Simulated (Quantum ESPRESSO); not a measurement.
# The valence band of ScAl3 as photoemission sees it, part 8 of 18

Aim: the valence spectrum of ScAl3 from He I to hard X-rays, and which orbitals make each feature.

Quantum ESPRESSO 7.5; DFT, PBE, plane waves, ultrasoft GBRV pseudopotentials, scalar-relativistic (the session's first sound run).

So far, pressure (GPa): step 2 (the base run: self-consistent run) 0.955; step 6 (PBEsol ultrasoft GBRV, potentials gbrv-PBEsol-1.5) -1.33.

**9. With PBEsol: bands**

Level of this step: DFT, PBEsol, plane waves, ultrasoft GBRV pseudopotentials, scalar-relativistic (Quantum ESPRESSO).

The bands are solved at chosen points on the fixed potential.

Contents of bands.in:

```
&control
  calculation = 'bands'
  prefix = 'pes'
  outdir = './tmp'
  pseudo_dir = './pp'
  verbosity = 'high'
/
&system
  ibrav = 0
  nat = 4
  ntyp = 2
  ecutwfc = 40.0
  ecutrho = 200.0
  occupations = 'smearing'
  nbnd = 22
  smearing = 'fd'
  degauss = 0.00367
/
&electrons
  conv_thr = 2.4e-08
  mixing_beta = 0.5
  electron_maxstep = 120
  diago_full_acc = .true.
/
ATOMIC_SPECIES
Sc 44.9559 sc_pbesol_v1.uspp.F.UPF
Al 26.9815 al_pbesol_v1.uspp.F.UPF
CELL_PARAMETERS angstrom
 4.087806570 0.000000000 0.000000000
 0.000000000 4.087806570 0.000000000
 0.000000000 0.000000000 4.087806570
ATOMIC_POSITIONS crystal
Sc 0.000000000 0.000000000 0.000000000
Al 0.500000000 0.500000000 0.000000000
Al 0.000000000 0.500000000 0.500000000
Al 0.500000000 0.000000000 0.500000000
K_POINTS crystal
92
 0.00000000 0.00000000 0.00000000 1
 0.00000000 0.03333333 0.00000000 1
 0.00000000 0.06666667 0.00000000 1
 0.00000000 0.10000000 0.00000000 1
 0.00000000 0.13333333 0.00000000 1
 0.00000000 0.16666667 0.00000000 1
 ! [... 84 more points ...]
 0.50000000 0.50000000 0.03333333 1
 0.50000000 0.50000000 0.00000000 1
```

Launch:

```bash
OMP_NUM_THREADS=1 mpirun -n 4 pw.x -nk 4 -in bands.in > bands.out
```

What it wrote:

```text
[banner, memory and clock lines left out]
Program PWSCF v.7.5 starts

          URL

     Atomic positions and unit cell read from directory:
     ./tmp/pes.save/

     Message from routine setup:
     using ibrav=0 with symmetry is DISCOURAGED, use correct ibrav instead

     G-vector sticks info

     bravais-lattice index     =            0
     lattice parameter (alat)  =       7.7248  a.u.
     unit-cell volume          =     460.9646 (a.u.)^3
     number of atoms/cell      =            4
     number of atomic types    =            2
     number of electrons       =        20.00
     number of Kohn-Sham states=           22
     kinetic-energy cutoff     =      40.0000  Ry
     charge density cutoff     =     200.0000  Ry
     Exchange-correlation= SLA  PW   PSX  PSC
                           (   1   4  10   8   0   0   0)

     celldm(1)=   7.724835  celldm(2)=   0.000000  celldm(3)=   0.000000
     celldm(4)=   0.000000  celldm(5)=   0.000000  celldm(6)=   0.000000

     crystal axes: (cart. coord. in units of alat)
               a(1) = (   1.000000   0.000000   0.000000 )
               a(2) = (   0.000000   1.000000   0.000000 )
               a(3) = (   0.000000   0.000000   1.000000 )

     reciprocal axes: (cart. coord. in units 2 pi/alat)
               b(1) = (  1.000000  0.000000  0.000000 )
               b(2) = (  0.000000  1.000000  0.000000 )
               b(3) = (  0.000000  0.000000  1.000000 )

     PseudoPot. # 1 for Sc read from file:
     ./pp/sc_pbesol_v1.uspp.F.UPF
     Pseudo is Ultrasoft + core correction, Zval = 11.0
     Generated by new atomic code, or converted to UPF format
     Using radial grid of  849 points,  6 beta functions with:
                l(1) =   0
                l(2) =   0
                l(3) =   1
                l(4) =   1
                l(5) =   2
                l(6) =   2
     Q(r) pseudized with  6 coefficients,  rinner =    1.200   1.200   1.200
                                                       1.200   1.200

     PseudoPot. # 2 for Al read from file:
     ./pp/al_pbesol_v1.uspp.F.UPF
     Pseudo is Ultrasoft + core correction, Zval =  3.0
     Generated by new atomic code, or converted to UPF format
     Using radial grid of  893 points,  3 beta functions with:
                l(1) =   0
                l(2) =   1
                l(3) =   2
     Q(r) pseudized with  8 coefficients,  rinner =    0.900   0.900   0.900
                                                       0.900   0.900

     atomic species   valence    mass     pseudopotential
     Sc               11.00    44.95590     Sc( 1.00)
     Al                3.00    26.98150     Al( 1.00)

     48 Sym. Ops., with inversion, found

                                    s                        frac. trans.

      isym =  1     identity

 cryst.   s( 1) = (     1          0          0      )
                  (     0          1          0      )
                  (     0          0          1      )

 cart.    s( 1) = (  1.0000000  0.0000000  0.0000000 )
                  (  0.0000000  1.0000000  0.0000000 )
                  (  0.0000000  0.0000000  1.0000000 )

      isym =  2     180 deg rotation - cart. axis [0,0,1]

 cryst.   s( 2) = (    -1          0          0      )
                  (     0         -1          0      )
                  (     0          0          1      )

 cart.    s( 2) = ( -1.0000000  0.0000000  0.0000000 )
                  (  0.0000000 -1.0000000  0.0000000 )
                  (  0.0000000  0.0000000  1.0000000 )

      isym =  3     180 deg rotation - cart. axis [0,1,0]

 cryst.   s( 3) = (    -1          0          0      )
                  (     0          1          0      )
                  (     0          0         -1      )

 cart.    s( 3) = ( -1.0000000  0.0000000  0.0000000 )
                  (  0.0000000  1.0000000  0.0000000 )
                  (  0.0000000  0.0000000 -1.0000000 )

      isym =  4     180 deg rotation - cart. axis [1,0,0]

 cryst.   s( 4) = (     1          0          0      )
                  (     0         -1          0      )
                  (     0          0         -1      )

 cart.    s( 4) = (  1.0000000  0.0000000  0.0000000 )
                  (  0.0000000 -1.0000000  0.0000000 )
                  (  0.0000000  0.0000000 -1.0000000 )

      isym =  5     180 deg rotation - cart. axis [1,1,0]

 cryst.   s( 5) = (     0          1          0      )
[...]
cart.    s( 5) = (  0.0000000  1.0000000  0.0000000 )
[...]
isym =  6     180 deg rotation - cart. axis [1,-1,0]

 cryst.   s( 6) = (     0         -1          0      )
[...]
cart.    s( 6) = (  0.0000000 -1.0000000  0.0000000 )
[...]
isym =  7      90 deg rotation - cart. axis [0,0,-1]

 cryst.   s( 7) = (     0         -1          0      )
[...]
cart.    s( 7) = (  0.0000000  1.0000000  0.0000000 )
[...]
isym =  8      90 deg rotation - cart. axis [0,0,1]

 cryst.   s( 8) = (     0          1          0      )
[...]
cart.    s( 8) = (  0.0000000 -1.0000000  0.0000000 )
[...]
isym =  9     180 deg rotation - cart. axis [1,0,1]

 cryst.   s( 9) = (     0          0          1      )
[...]
cart.    s( 9) = (  0.0000000  0.0000000  1.0000000 )
[...]
isym = 10     180 deg rotation - cart. axis [-1,0,1]

 cryst.   s(10) = (     0          0         -1      )
[...]
cart.    s(10) = (  0.0000000  0.0000000 -1.0000000 )
[...]
isym = 11      90 deg rotation - cart. axis [0,1,0]

 cryst.   s(11) = (     0          0         -1      )
[...]
cart.    s(11) = (  0.0000000  0.0000000  1.0000000 )
[...]
isym = 12      90 deg rotation - cart. axis [0,-1,0]

 cryst.   s(12) = (     0          0          1      )
[...]
cart.    s(12) = (  0.0000000  0.0000000 -1.0000000 )
[...]
isym = 13     180 deg rotation - cart. axis [0,1,1]

 cryst.   s(13) = (    -1          0          0      )
[...]
cart.    s(13) = ( -1.0000000  0.0000000  0.0000000 )
[...]
isym = 14     180 deg rotation - cart. axis [0,1,-1]

 cryst.   s(14) = (    -1          0          0      )
[...]
cart.    s(14) = ( -1.0000000  0.0000000  0.0000000 )
[...]
isym = 15      90 deg rotation - cart. axis [-1,0,0]

 cryst.   s(15) = (     1          0          0      )
[...]
cart.    s(15) = (  1.0000000  0.0000000  0.0000000 )
[...]
k(   86) = (   0.5000000   0.5000000   0.2000000), wk =   0.0217391
        k(   87) = (   0.5000000   0.5000000   0.1666667), wk =   0.0217391
        k(   88) = (   0.5000000   0.5000000   0.1333333), wk =   0.0217391
        k(   89) = (   0.5000000   0.5000000   0.1000000), wk =   0.0217391
        k(   90) = (   0.5000000   0.5000000   0.0666667), wk =   0.0217391
        k(   91) = (   0.5000000   0.5000000   0.0333333), wk =   0.0217391
        k(   92) = (   0.5000000   0.5000000   0.0000000), wk =   0.0217391

     Dense  grid:    22119 G-vectors     FFT dimensions: (  36,  36,  36)

     Smooth grid:    15659 G-vectors     FFT dimensions: (  32,  32,  32)

     Dynamical RAM for                 wfc:       0.66 MB

     Dynamical RAM for     wfc (w. buffer):       0.66 MB

     Dynamical RAM for           str. fact:       0.68 MB

     Dynamical RAM for           local pot:       0.00 MB

     Dynamical RAM for          nlocal pot:       1.35 MB

     Dynamical RAM for                qrad:       2.27 MB

     Dynamical RAM for          rho,v,vnew:       2.08 MB

     Dynamical RAM for           G-vectors:       1.39 MB

     Dynamical RAM for          h,s,v(r/c):       0.09 MB

     Dynamical RAM for          <psi|beta>:       0.02 MB

     Dynamical RAM for                 psi:       1.32 MB

     Dynamical RAM for                hpsi:       1.32 MB

     Dynamical RAM for                spsi:       1.32 MB

     Dynamical RAM for      wfcinit/wfcrot:       1.33 MB

     Dynamical RAM for           addusdens:      16.20 MB

     Check: negative core charge=   -0.000001

     The potential is recalculated from file :
     ./tmp/pes.save/charge-density

     Starting wfcs are   25 randomized atomic wfcs

     Band Structure Calculation
     Davidson diagonalization with overlap

     Computing kpt #:     1  of    23 on this pool

     Computing kpt #:     2  of    23 on this pool

     Computing kpt #:     3  of    23 on this pool

     Computing kpt #:     4  of    23 on this pool

     Computing kpt #:     5  of    23 on this pool

     Computing kpt #:     6  of    23 on this pool

     Computing kpt #:     7  of    23 on this pool

     Computing kpt #:     8  of    23 on this pool

     Computing kpt #:     9  of    23 on this pool

     Computing kpt #:    10  of    23 on this pool

     Computing kpt #:    11  of    23 on this pool

     Computing kpt #:    12  of    23 on this pool

     Computing kpt #:    13  of    23 on this pool

     Computing kpt #:    14  of    23 on this pool

     Computing kpt #:    15  of    23 on this pool

     Computing kpt #:    16  of    23 on this pool

     Computing kpt #:    17  of    23 on this pool

     Computing kpt #:    18  of    23 on this pool

     Computing kpt #:    19  of    23 on this pool

     Computing kpt #:    20  of    23 on this pool

     Computing kpt #:    21  of    23 on this pool

     Computing kpt #:    22  of    23 on this pool

     Computing kpt #:    23  of    23 on this pool

     ethr =  1.20E-10,  avg # of iterations = 36.4

     End of band structure calculation

          k = 0.0000 0.0000 0.0000 (  1935 PWs)   bands (ev):

   -39.6310 -18.4277 -18.4277 -18.4277  -0.9152   6.5099   6.5099   7.3044
     7.3044   7.3044  10.3941  10.4450  10.4450  10.4450  13.8740  13.8740
    14.3870  14.3870  14.3870  17.4888  17.4888  17.4888

          k = 0.0000 0.0333 0.0000 (  1935 PWs)   bands (ev):

   -39.6310 -18.4281 -18.4277 -18.4277  -0.9050   6.3751   6.5179   7.3058
     7.3058   7.4091  10.4382  10.4382  10.4402  10.4482  13.7117  13.8864
    14.3989  14.3989  14.5284  17.1005  17.1005  17.4449

          k = 0.0000 0.0667 0.0000 (  1951 PWs)   bands (ev):

   -39.6309 -18.4292 -18.4276 -18.4276  -0.8742   6.0806   6.5419   7.3099
     7.3099   7.6174  10.4186  10.4186  10.4578  10.5734  13.4086  13.9243
    14.4302  14.4302  14.7689  16.7377  16.7377  17.2456

          k = 0.0000 0.1000 0.0000 (  1967 PWs)   bands (ev):

   -39.6308 -18.4309 -18.4275 -18.4275  -0.8230   5.7269   6.5817   7.3165
     7.3165   7.8392  10.3886  10.3886  10.4734  10.7784  13.0714  13.9908
    14.4677  14.4677  15.0038  16.4284  16.4284  16.9587

          k = 0.0000 0.1333 0.0000 (  1975 PWs)   bands (ev):

   -39.6308 -18.4333 -18.4273 -18.4273  -0.7516   5.3484   6.6369   7.3251
     7.3251   8.0548  10.3514  10.3514  10.4946  11.0323  12.7226  14.0914
    14.4869  14.4869  15.2135  16.1959  16.1959  16.6203

          k = 0.0000 0.1667 0.0000 (  1975 PWs)   bands (ev):

   -39.6306 -18.4361 -18.4270 -18.4270  -0.6602   4.9595   6.7069   7.3353
     7.3353   8.2653  10.3107  10.3107  10.5206  11.3071  12.3715  14.2344
    14.4556  14.4556  15.3936  16.0700  16.0700  16.2571

          k = 0.0000 0.2000 0.0000 (  1971 PWs)   bands (ev):

   -39.6305 -18.4392 -18.4268 -18.4268  -0.5491   4.5683   6.7909   7.3463
     7.3463   8.4761  10.2703  10.2703  10.5505  11.5723  12.0241  14.3548
    14.3548  14.4304  15.5444  15.8889  16.0674  16.0674

          k = 0.0000 0.2333 0.0000 (  1972 PWs)   bands (ev):

   -39.6304 -18.4426 -18.4265 -18.4265  -0.4188   4.1800   6.8876   7.3577
     7.3577   8.6922  10.2330  10.2330  10.5832  11.6850  11.7979  14.1961
    14.1961  14.6902  15.5322  15.6683  16.1735  16.1735

          k = 0.0000 0.2667 0.0000 (  1956 PWs)   bands (ev):

[...]
14.0081  15.0193  15.2032  15.7686  16.3578  16.3578

          k = 0.0000 0.3000 0.0000 (  1968 PWs)   bands (ev):

[...]
13.8151  14.9134  15.4188  15.8486  16.5938  16.5938

          k = 0.0000 0.3333 0.0000 (  1972 PWs)   bands (ev):

[...]
13.6331  14.6799  15.8732  15.9114  16.7209  16.8634

          k = 0.0000 0.3667 0.0000 (  1964 PWs)   bands (ev):

[...]
13.4725  14.5065  15.9596  16.3673  16.6342  17.1531

          k = 0.0000 0.4000 0.0000 (  1968 PWs)   bands (ev):

[...]
13.3405  14.3896  15.9952  16.5624  16.8773  17.4496

          k = 0.0000 0.4333 0.0000 (  1976 PWs)   bands (ev):

[...]
13.2423  14.3187  16.0196  16.5088  17.3657  17.7327

          k = 0.0000 0.4667 0.0000 (  1968 PWs)   bands (ev):

[...]
13.1818  14.2817  16.0339  16.4756  17.7596  17.9615

          k = 0.0000 0.5000 0.0000 (  1984 PWs)   bands (ev):

[...]
13.1614  14.2704  16.0386  16.4644  17.9234  18.0570

[...]
13.2120  18.5509  18.5509  18.6804  19.8750  19.8750

          k = 0.4667 0.4667 0.4667 (  1944 PWs)   bands (ev):

[...]
13.1798  19.3523  19.4319  19.4319  19.9765  19.9765

          k = 0.5000 0.5000 0.5000 (  1904 PWs)   bands (ev):

[...]
13.1731  19.8994  19.8994  19.8994  20.0991  20.0991

          k = 0.4667 0.5000 0.4667 (  1936 PWs)   bands (ev):

[...]
13.1765  19.4481  19.5178  19.7906  19.8632  19.9140

          k = 0.4333 0.5000 0.4333 (  1946 PWs)   bands (ev):

[...]
6.1838   6.1977   6.4148  10.3480  11.7354  11.7513  13.1464  13.1750
    13.1915  18.7105  18.9204  19.2323  19.6252  19.7651

          k = 0.4000 0.5000 0.4000 (  1942 PWs)   bands (ev):

   -39.6273 -18.4528 -18.4497 -18.4494   3.2724   4.0285   4.5007   5.4692
     6.2411   6.2422   6.7513  10.6247  11.7392  11.7660  13.1121  13.1751
    13.2344  17.9169  18.2958  18.5853  19.3392  19.6265

          k = 0.3667 0.5000 0.3667 (  1952 PWs)   bands (ev):

   -39.6275 -18.4534 -18.4480 -18.4475   2.9120   3.8052   4.6286   5.6577
     6.3023   6.3579   7.2038  10.9166  11.7515  11.7756  13.0617  13.1703
    13.3368  17.1177  17.6924  17.9209  19.0820  19.4613

          k = 0.3333 0.5000 0.3333 (  1956 PWs)   bands (ev):

   -39.6277 -18.4542 -18.4459 -18.4451   2.5782   3.5469   4.7920   5.8207
     6.3817   6.5357   7.7278  11.1509  11.7690  11.7766  12.9917  13.1546
    13.5439  16.3369  17.1410  17.2853  18.8587  19.2623

          k = 0.3000 0.5000 0.3000 (  1972 PWs)   bands (ev):

   -39.6280 -18.4550 -18.4434 -18.4426   2.2734   3.2732   4.9900   5.9811
[... further rows ...]
```

Run time: 9.3 s. Hardware: 4 MPI ranks of Arm Neoverse V1, shared host; 37 s of CPU time.

Electronic bands along the path, in eV, zero at the Fermi level; # counts the bands kept:

| point | #3 | #4 | #5 | #6 | #7 | #8 | #9 | #10 |
| --- | --- | --- | --- | --- | --- | --- | --- | --- |
| Γ | -2.63 | -1.84 | -1.84 | -1.84 | 1.25 | 1.30 | 1.30 | 1.30 |
| X | -1.73 | -1.73 | -1.49 | 0.82 | 1.00 | 1.00 | 1.35 | 1.63 |
| M | -5.65 | -4.39 | -0.55 | -0.55 | 1.20 | 1.35 | 2.06 | 2.48 |
| Γ | -2.63 | -1.84 | -1.84 | -1.84 | 1.25 | 1.30 | 1.30 | 1.30 |
| R | -4.81 | -4.51 | -2.98 | -2.98 | -2.98 | 0.94 | 2.59 | 2.59 |
| X | -1.73 | -1.73 | -1.49 | 0.82 | 1.00 | 1.00 | 1.35 | 1.63 |
| jump to R | -4.81 | -4.51 | -2.98 | -2.98 | -2.98 | 0.94 | 2.59 | 2.59 |
| M | -5.65 | -4.39 | -0.55 | -0.55 | 1.20 | 1.35 | 2.06 | 2.48 |

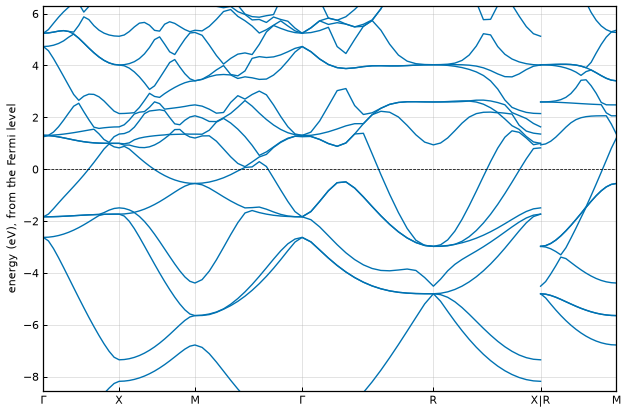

Electronic bands along the path.

Of the bands kept, 2 cross the Fermi level on this path.

(Continued in part 9 of 18.)

[Logs are printed without paths, hosts, clocks, repeated set-up lines and the standing remarks that a program may print on its own settings, such as how far it seeks lower states.]

[Hosts, paths, dates, database ids (printed as entryN), source tags and the programs' standing remarks are cut or masked in the printed files.]

[Maps of the electrostatic potential energy from Ansatz leave out the sawtooth potential of an applied field or a dipole correction, so their vacuum need not be flat; work functions include it.]

[Peak lists hold at most the 14 tallest peaks of each spectrum; further lines can be left out.]
